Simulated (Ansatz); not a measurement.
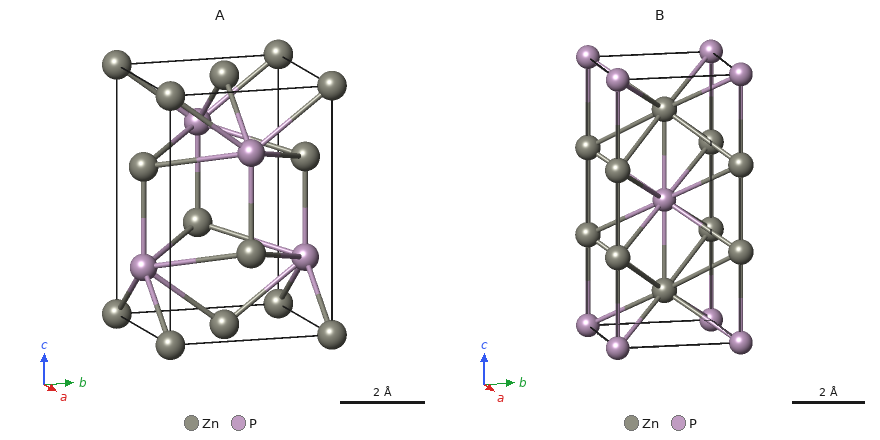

Two structures of Zn$_{2}$P, each relaxed to rest (conventional cells in solid outline, small ones repeated, not to one scale). Method: Ansatz, DFT PBE, scalar-relativistic, plane waves, PAW, without spin polarisation.

> What are A and B?

A: 6 atoms a cell on a primitive tetragonal lattice, P4/nmm. B: 6 atoms a cell on a body-centred tetragonal lattice, I4/mmm.

> Which form lies lower?

A is lower, by 102 meV/atom at this level of theory (energies at zero smearing). Volumes: A 16.9, B 15.9 Å³/atom.

One or both may be structure types tried for this composition rather than known phases.
